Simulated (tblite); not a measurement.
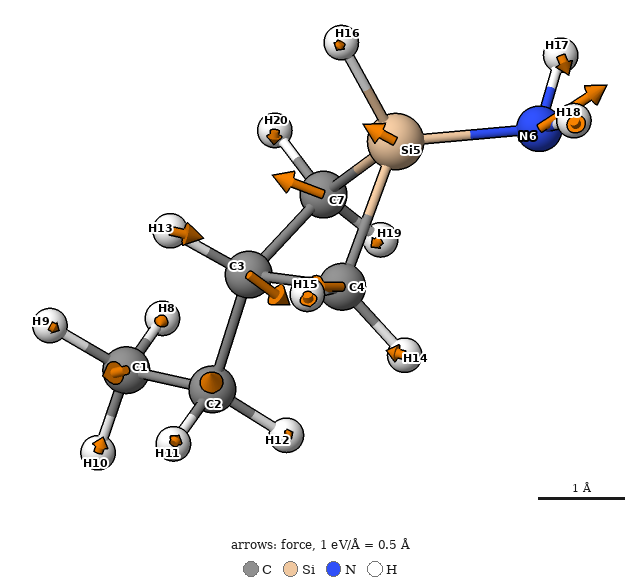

Starting geometry of C₅H₁₃NSi with the computed forces as orange arrows. The picture is a ball-and-stick view, seen from a free direction.

The calculation used tblite, GFN2-xTB geometry optimisation, gas phase. 

**Is this structure relaxed? If not, where do the atoms go?**

It isn't relaxed: the largest force vector, on N6, is 1.96 eV/Å. The final displacements have little in common with the starting forces (cosine between the two patterns 0.13). H18 moves most after the best rigid fit: 0.60 Å. By element the largest moves are H 0.60 Å, C 0.35 Å, N 0.29 Å, Si 0.08 Å. Some distances before and after: Si5–N6 1.688 → 1.726 Å, C3–C7 1.581 → 1.545 Å, C4–Si5 1.868 → 1.902 Å, Si5–C7 1.880 → 1.902 Å. Bond angles that change, for instance: Si5–N6–H17 110.3° → 117.7°, C4–C3–C7 94.8° → 99.7°, C3–C4–H14 115.5° → 111.2°. The energy falls by 0.365 eV in 80 geometry steps.
